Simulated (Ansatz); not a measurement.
# CHAlN (charge −1): what the fields show

```xyz
4

C     1.0332   -0.7463    1.8602
Al   -0.4523   -0.5354   -0.9035
N     0.4205   -0.7611    0.8545
H    -1.4061   -1.9075   -0.6925
```

Geometry: B3LYP-D3(BJ)/def2-SVPD.

Method: Ansatz 0.2.0, isolated molecule in a Gaussian basis; Kohn-Sham density functional theory, functional PBE0.

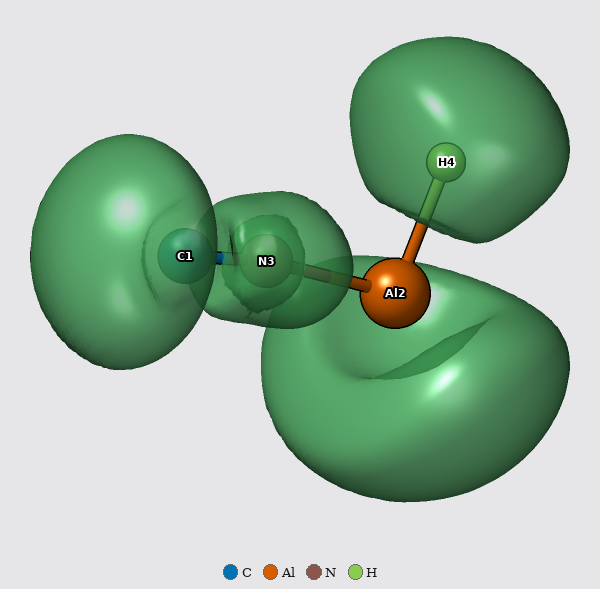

Figure 1. Isosurface of the ELF at 0.75 (green), seen at a tilt. Core shells and regions of very low density are left out.

Identify the bonds, lone pairs and shells in this picture.

Answer. The ELF exceeds this value in one region around a hydrogen nucleus, one region on N in which the atom's valence shell and bonds are merged, one lobe on Al, pointing away from the bonds (lone pairs) and one lobe on C, pointing away from the bonds (lone pairs). Along the contacts the grid gives the following. C–N (1.18 Å): the ELF peaks at about 0.90 between the atoms (a multiple bond). Al–N (1.98 Å): the ELF peaks at about 0.95 in the valence shell of N, 0.7 Å from its nucleus, and is about 0.65 at the midpoint.

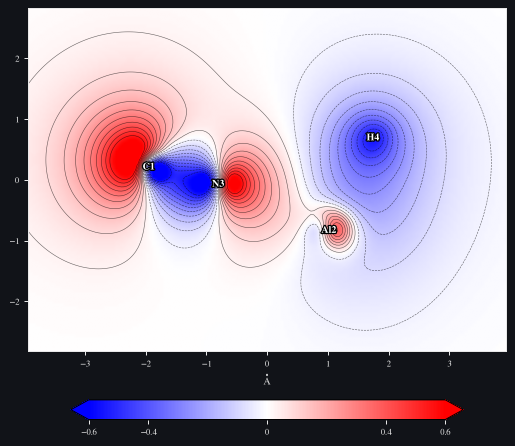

Figure 2. The HOMO−1 on the molecular plane (values in Å⁻³ᐟ²; the overall sign is arbitrary).

What is the character of this orbital?

Answer. By Hirshfeld shares it lies mainly on C1 (about 45 %), H4 (about 20 %), Al2 (about 20 %) and N3 (about 15 %); it is symmetric in the molecular plane (an in-plane orbital: σ, lone-pair or in-plane π type). Its energy is −3.56 eV.

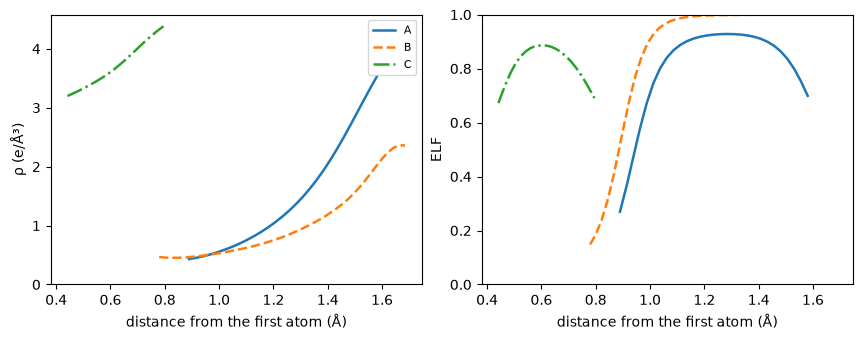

Figure 3. Total electron density and electron localisation function along straight lines between neighbouring atoms. The curves leave out the atomic cores.

Which curve belongs to which contact (Al–H, Al–N and C–N)? The first atom named is at distance zero.

Answer. Curve A: Al–N (1.98 Å): ρ at the midpoint is about 0.54 e/Å³; the ELF peaks at about 0.95 in the valence shell of N, 0.7 Å from its nucleus, and is about 0.65 at the midpoint. Curve B: Al–H (1.68 Å): ρ at the midpoint is about 0.45 e/Å³; the ELF climbs to about 1 towards the hydrogen. Curve C: C–N (1.18 Å): ρ at the midpoint is about 3.6 e/Å³; the ELF peaks at about 0.90 between the atoms (a multiple bond).
